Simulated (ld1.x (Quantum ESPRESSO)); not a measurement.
Input of ld1.x (Quantum ESPRESSO) 7.5:

```
&input
   title='Ge', zed=32., rel=1, dft='PBE', iswitch=3,
   config='[Ar] 3d10 4s2 4p1.5',
   nld=3, rlderiv=2.00, eminld=-4.0, emaxld=5.0, deld=0.02
 /
 &inputp
   pseudotype=3, lpaw=.true., tm=.true., lloc=-2, rcloc=0.60,
   nlcc=.true., rcore=0.35,
   which_augfun='PSQ', rmatch_augfun=0.40,
   file_pseudopw='Ge.UPF', file_wfcaegen='ae.wfc', file_wfcncgen='nc.wfc', file_beta='beta', file_chi='chi', file_wfcusgen='us.wfc'
 /
6
4S  1  0   2.00   0.00  1.30  1.80  0.0
4S  1  0   0.00   0.40  1.30  1.80  0.0
4P  2  1   1.50   0.00  1.50  1.85  0.0
4P  2  1   0.00   3.05  1.50  1.85  0.0
3D  3  2  10.00   0.00  0.55  0.75  0.0
3D  3  2   0.00  -1.70  0.55  0.75  0.0
 &test
   configts(1)='3d10 4s2 4p1.5'
 /
```

Command:
```bash
ld1.x < Ge.in > Ge.out
```

Functional and relativity: PBE, scalar-relativistic.

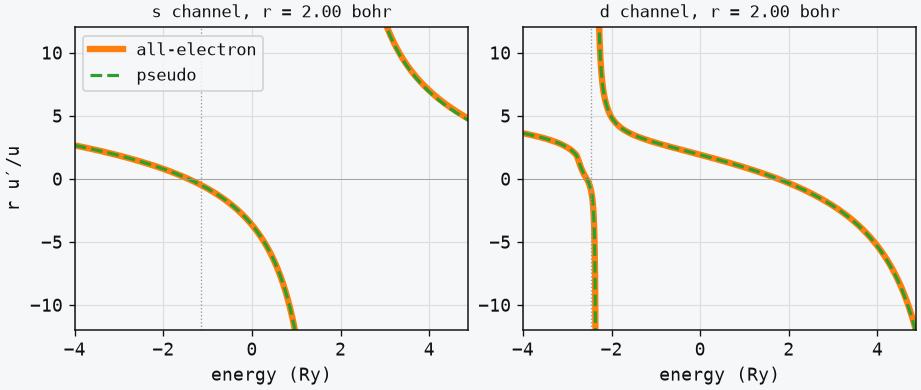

Logarithmic derivatives r u′/u at the test radius against energy, all-electron atom (solid) and pseudo-atom (dashed). Here u = r R(r). The dotted line marks the reference energy of the channel.

Q: At which energies does the logarithmic derivative pass through zero?

A: s: all-electron -1.4 Ry, pseudo -1.4 Ry; d: all-electron -2.6 and 1.7 Ry, pseudo -2.6 and 1.7 Ry.

Q: Where are the poles, the energies at which the radial function vanishes at the test radius?

A: s: all-electron at 1.8 Ry, pseudo at 1.8 Ry; d: all-electron at -2.4 Ry, pseudo at -2.4 Ry.

The potential isn't sound: its ghost test gives ghost state below the valence levels: s at -789.7 eV.
